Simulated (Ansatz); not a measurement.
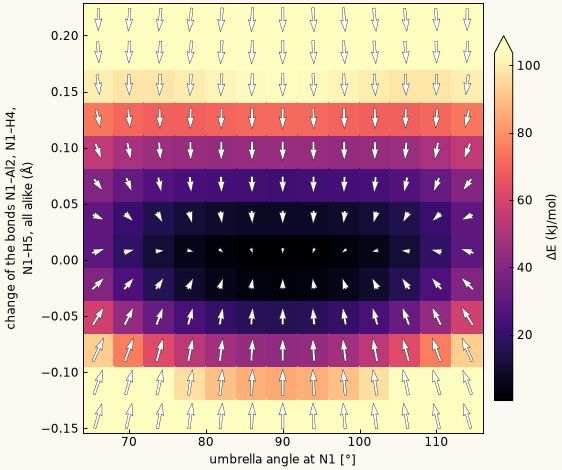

Energy landscape of AlH3NO, SMILES [NH2][AlH][O], spin multiplicity 2. The first coordinate is: umbrella angle at N1 (between each of its bonds and their common axis; 90 is planar); the second: change of the bonds N1–Al2, N1–H4, N1–H5, all alike. Nothing is relaxed (all other coordinates rigid). The grid has 13 × 13 points; 91 points were computed and 78 follow by symmetry. Points are written as (first, second). All energies are given in kJ/mol relative to the relaxed molecule at the same level. The calculation used UHF-MP2, frozen core/def2-TZVP in Ansatz 0.2.0.

In the figure: one coloured cell a grid point, arrows along the force (downhill), their lengths compressed, one colour for all values above the top of the scale. 

Summarise what can be read from the map.

Answer. The lowest grid point is at (90°, 0.008 Å), 0.37 kJ/mol from the relaxed molecule at the same level. No other kind of well shows on this grid. The highest grid point, (66°, −0.139 Å), lies 211 kJ/mol above the lowest. Round the minimum the two coordinates are nearly uncoupled.

The values on the grid:

| second ↓, first → | 66 | 70 | 74 | 78 | 82 | 86 | 90 | 94 | 98 | 102 | 106 | 110 | 114 |
| --- | --- | --- | --- | --- | --- | --- | --- | --- | --- | --- | --- | --- | --- |
| 0.214 | 160 | 161 | 164 | 169 | 172 | 175 | 176 | 175 | 172 | 169 | 164 | 161 | 160 |
| 0.185 | 129 | 128 | 130 | 133 | 136 | 138 | 138 | 138 | 136 | 133 | 130 | 128 | 129 |
| 0.156 | 100 | 98 | 98 | 100 | 102 | 103 | 104 | 103 | 102 | 100 | 98 | 98 | 100 |
| 0.126 | 75 | 71 | 69 | 69 | 70 | 71 | 71 | 71 | 70 | 69 | 69 | 71 | 75 |
| 0.097 | 54 | 48 | 46 | 44 | 44 | 44 | 45 | 44 | 44 | 44 | 46 | 48 | 54 |
| 0.067 | 39 | 31 | 27 | 24 | 23 | 23 | 22 | 23 | 23 | 24 | 27 | 31 | 39 |
| 0.038 | 31 | 21 | 15 | 11 | 9 | 8 | 8 | 8 | 9 | 11 | 15 | 21 | 31 |
| 0.008 | 30 | 19 | 11 | 6 | 2 | 1 | 0 | 1 | 2 | 6 | 11 | 19 | 30 |
| −0.021 | 39 | 26 | 16 | 10 | 6 | 3 | 3 | 3 | 6 | 10 | 16 | 26 | 39 |
| −0.050 | 59 | 43 | 32 | 25 | 19 | 17 | 16 | 17 | 19 | 25 | 32 | 43 | 59 |
| −0.080 | 93 | 76 | 63 | 54 | 47 | 44 | 43 | 44 | 47 | 54 | 63 | 76 | 93 |
| −0.109 | 142 | 122 | 108 | 97 | 90 | 86 | 85 | 86 | 90 | 97 | 108 | 122 | 142 |
| −0.139 | 211 | 190 | 173 | 161 | 153 | 149 | 147 | 149 | 153 | 161 | 173 | 190 | 211 |

Time for the 91 points that were run: 43 min on 1 thread of Arm Neoverse N1, with other jobs on the host.
